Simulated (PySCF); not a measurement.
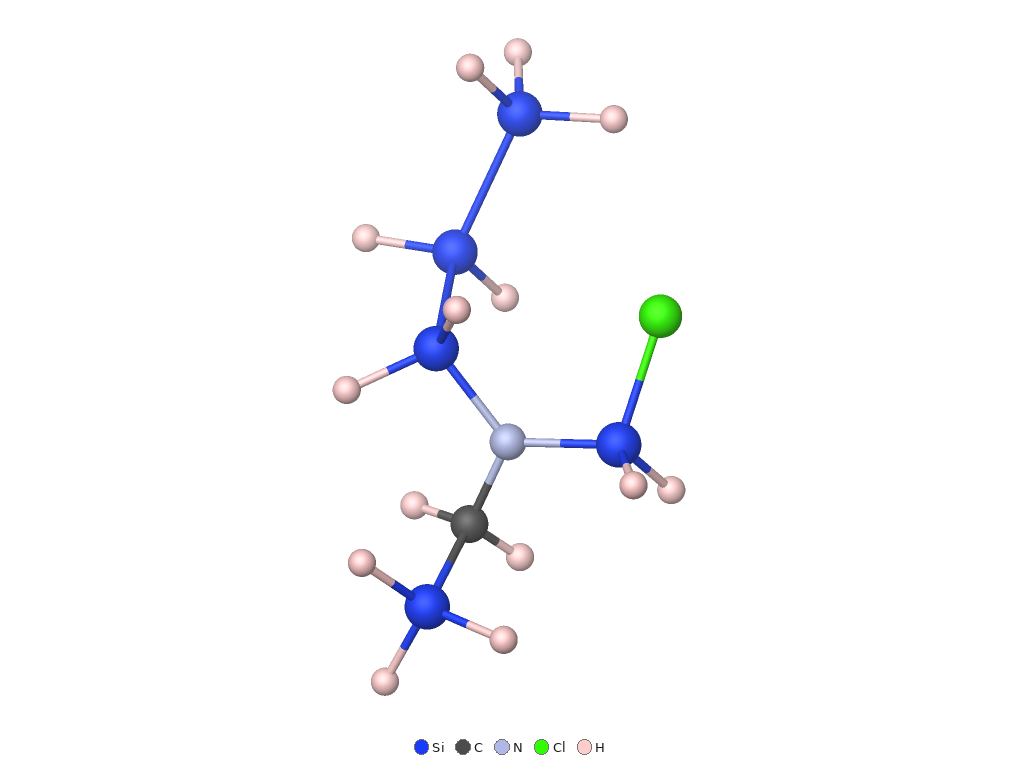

A ball-and-stick model of a molecule. Every bond is drawn as one stick, whatever its order.

The geometry was computed by an optimisation with GFN2-xTB. No frequency run is at hand to confirm it as a minimum.

> Give the formula.

CH₁₄ClNSi₅, 22 atoms: 1 carbon, 14 hydrogen, 1 chlorine, 1 nitrogen and 5 silicon.

> What is its SMILES?

[SiH3]CN([SiH2]Cl)[SiH2][SiH2][SiH3]

> Count the bonded pairs by element.

12 Si–H, 2 N–Si, 2 Si–Si, 2 C–H, 1 C–Si, 1 C–N, 1 Cl–Si.

More results for the same structure follow; atom numbers are the same in all pictures, views and colours differ.

### Shape

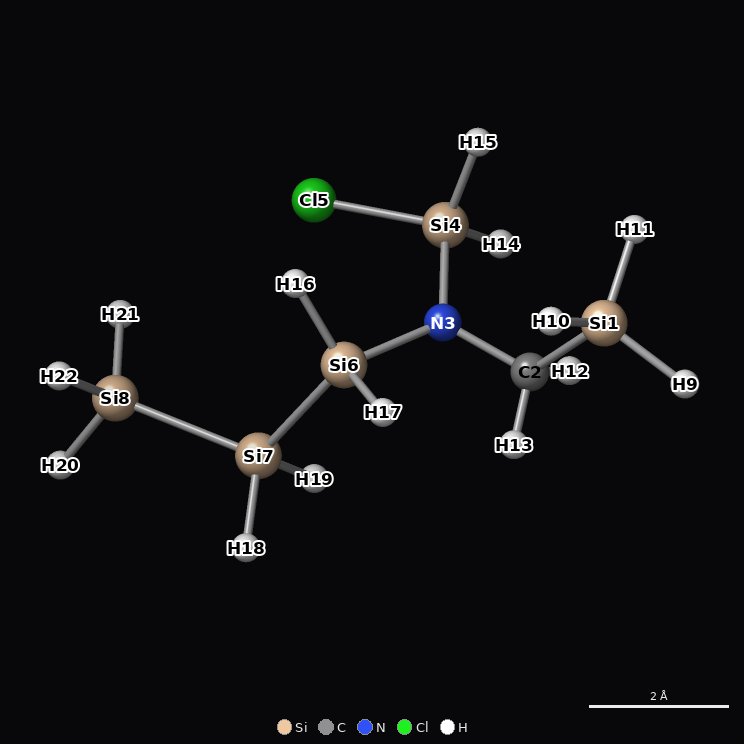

Numbered structure. No frequency run is at hand to confirm it as a minimum.

What are the angles C2–Si1–H10, N3–C2–H12, N3–C2–H13, N3–Si4–Cl5, N3–Si6–H17, Cl5–Si4–H14, Cl5–Si4–H15, Si6–Si7–Si8, Si6–Si7–H19, Si7–Si6–H16, Si7–Si8–H21, Si8–Si7–H18?

```
      angle  degrees
 C2–Si1–H10    110.0
  N3–C2–H12    108.8
  N3–C2–H13    108.2
 N3–Si4–Cl5    106.8
 N3–Si6–H17    103.3
Cl5–Si4–H14    108.2
Cl5–Si4–H15    106.9
Si6–Si7–Si8    116.5
Si6–Si7–H19    110.1
Si7–Si6–H16    115.2
Si7–Si8–H21    114.0
Si8–Si7–H18    109.3
```

### Electronic properties

No frequency run is at hand to confirm it as a minimum. Level of theory: PBE0/pcSseg-1, gas phase (PySCF 2.14.0).

> What is the dipole moment?

1.80 D.

> Estimate the HOMO energy (Kohn–Sham orbital).

−6.70 eV.

> What is the HOMO–LUMO gap?

6.13 eV.

### NMR shielding

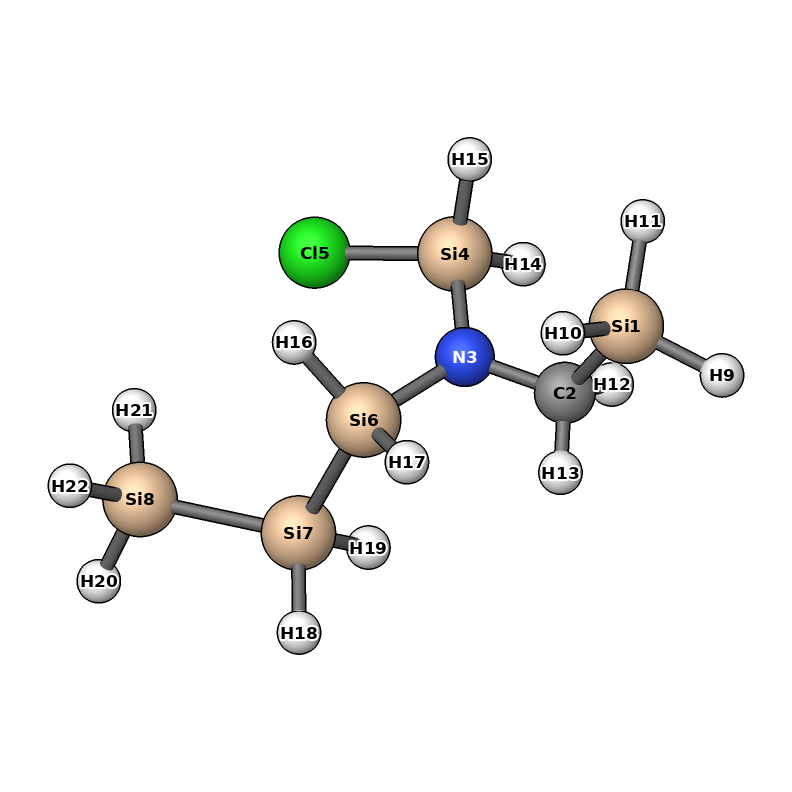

No frequency run is at hand to confirm it as a minimum. Method: GIAO PBE0/pcSseg-1 NMR shielding, non-relativistic, gas phase (PySCF 2.14.0). Principal shieldings σ11 ≤ σ22 ≤ σ33, span Ω = σ33 − σ11, skew κ = 3(σiso − σ22)/Ω.

> Which Si atom has the most anisotropic shielding?

Si6, with a span of 110 ppm.

Give the shielding tensors of the Si atoms.

```json
{"atom": "Si1", "σ11": "402.7", "σ22": "420.6", "σ33": "463.9", "σiso": "429.1", "Ω": "61.2", "κ": "0.41"}
{"atom": "Si4", "σ11": "334.5", "σ22": "354.6", "σ33": "411.9", "σiso": "367.0", "Ω": "77.5", "κ": "0.48"}
{"atom": "Si6", "σ11": "341.2", "σ22": "369.5", "σ33": "450.8", "σiso": "387.2", "Ω": "109.6", "κ": "0.48"}
{"atom": "Si7", "σ11": "447.3", "σ22": "482.7", "σ33": "501.9", "σiso": "477.3", "Ω": "54.5", "κ": "−0.30"}
{"atom": "Si8", "σ11": "450.4", "σ22": "464.5", "σ33": "479.4", "σiso": "464.8", "Ω": "28.9", "κ": "0.03"}
```

Shieldings and span in ppm.

### Charges

The questions are on ESP-fitted charges. No frequency run is at hand to confirm it as a minimum. Properties computed with PBE0/pcSseg-1, gas phase (PySCF 2.14.0).

Give the ESP-fitted charges atom by atom.

| atom | value (e) |
| --- | --- |
| Si1 | 0.39 |
| C2 | −0.20 |
| N3 | −0.37 |
| Si4 | 0.46 |
| Cl5 | −0.21 |
| Si6 | 0.30 |
| Si7 | 0.18 |
| Si8 | 0.13 |
| H9 | −0.11 |
| H10 | −0.09 |
| H11 | −0.09 |
| H12 | 0.10 |
| H13 | 0.11 |
| H14 | −0.07 |
| H15 | −0.07 |
| H16 | −0.07 |
| H17 | −0.07 |
| H18 | −0.09 |
| H19 | −0.08 |
| H20 | −0.06 |
| H21 | −0.02 |
| H22 | −0.06 |

The geometry is semi-empirical. Around Si such bond lengths and angles can be off by a tenth of an ångström or more and by several degrees, and values that hang on the shape move with them.
